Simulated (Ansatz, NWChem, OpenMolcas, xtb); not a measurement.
# Group exchange: C2H4Cl2 + NOF → C2H4ClF + NClO

Gas-phase species: C2H4Cl2 (1,2-dichloroethane) `ClCCCl`, singlet; NOF (nitrosyl fluoride) `O=NF`, singlet; C2H4ClF (1-chloro-2-fluoroethane) `FCCCl`, singlet; NClO (nitrosyl chloride) `O=NCl`, singlet. The partners trade Cl for F: C–Cl and N–F bonds give way to C–F and N–Cl.

Shapes, held fixed at every level: PBE0-D4/def2-TZVP. Flexible molecules stand in one conformer, not always the lowest. Programs: Ansatz 0.2.0, NWChem 7.3.0, OpenMolcas 26.06, xtb 6.7.1. The zero-point and thermal change to 298 K, harmonic and unscaled (PBE0-D4/def2-TZVP), is +1.5 kJ/mol.

```json
{"level": "GFN1-xTB", "kind": "semi-empirical", "ΔH(298 K) (kJ/mol)": "-15.2"}
{"level": "HF/STO-3G", "kind": "Hartree–Fock", "ΔH(298 K) (kJ/mol)": "-25.9"}
{"level": "HF/3-21G", "kind": "Hartree–Fock", "ΔH(298 K) (kJ/mol)": "-49.1"}
{"level": "HF/def2-SVP", "kind": "Hartree–Fock", "ΔH(298 K) (kJ/mol)": "-36.5"}
{"level": "B3LYP/6-31G* (spherical functions)", "kind": "global hybrid", "ΔH(298 K) (kJ/mol)": "-37.3"}
{"level": "PBE0/def2-SVP", "kind": "global hybrid", "ΔH(298 K) (kJ/mol)": "-31.4"}
```

PBE0/def2-SVP gives ΔH(298 K) = -31.4 kJ/mol; the levels span -49.1 to -15.2. The median of the levels is -33.9. No measured value is set beside it here. PBE0/def2-SVP lies outside the range of the other correlated levels here, so it shouldn't be taken on trust. Rows in sets without polarisation functions are far from converged.

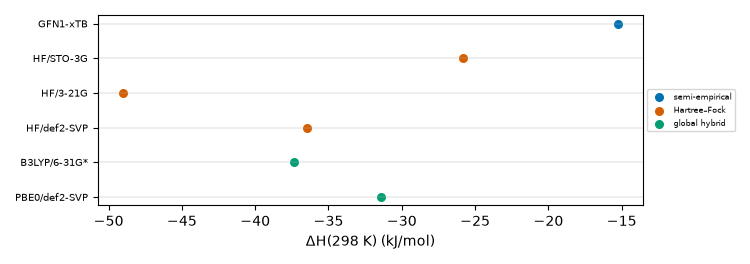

The values of the table, level by level.
